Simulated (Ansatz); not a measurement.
# Effect of x(K) = 0.5, 4 atoms, Cmme on Li

The parent structure is Li in the bcc (W type) structure (space group Im-3m, No. 229; a = 3.4763 Å).

The other end (x = 1) is K in the bcc (W type) structure (space group Im-3m, No. 229): 76.40 Å³/atom, gap zero.

It is then changed as follows: a fraction x = 0.5 of the Li sites is given to K, ordered in a cell of 4 atoms (starting symmetry Cmme) and fully relaxed.

Level of theory: Ansatz (a first-principles code) r2SCAN, no spin-orbit coupling, earlier PAW set. Settings: 11×11×5 k-points, 0.05 eV Fermi–Dirac smearing, for the changed cell.

```json
[
 {"quantity": "volume per atom", "base": "21.00 Å³", "changed": "46.19 Å³", "shift": "+25.181 Å³"},
 {"quantity": "density", "base": "0.55 g/cm³", "changed": "0.83 g/cm³", "shift": "+0.28 g/cm³"},
 {"quantity": "space group", "base": "Im-3m (No. 229)", "changed": "P4/nmm (No. 129)", "shift": "–"},
 {"quantity": "shortest interatomic distance", "base": "3.011 Å", "changed": "3.149 Å", "shift": "+0.138 Å"},
 {"quantity": "band gap", "base": "zero", "changed": "zero", "shift": "–"},
 {"quantity": "mixing energy (to 0.01 eV only: unlike meshes or grids)", "base": "–", "changed": "+0.09 eV/atom", "shift": "–"},
 {"quantity": "deviation of the volume from the linear (Vegard-type) interpolation", "base": "–", "changed": "-5.2 %", "shift": "–"}
]
```

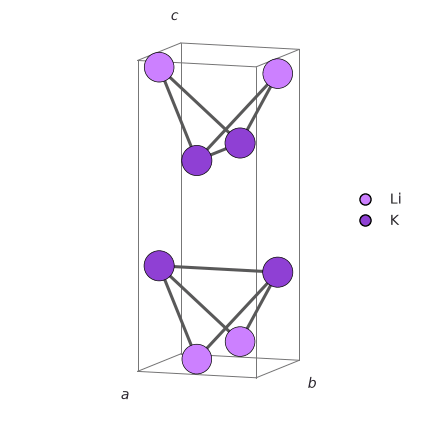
*The relaxed conventional cell after the change*

Each cell is one ordered arrangement of few atoms, which overstates ordering effects compared with a random alloy. No phonon test of stability was made. Under x(K) = 0.5, 4 atoms, Cmme the cell changed shape so far that it is another structure.
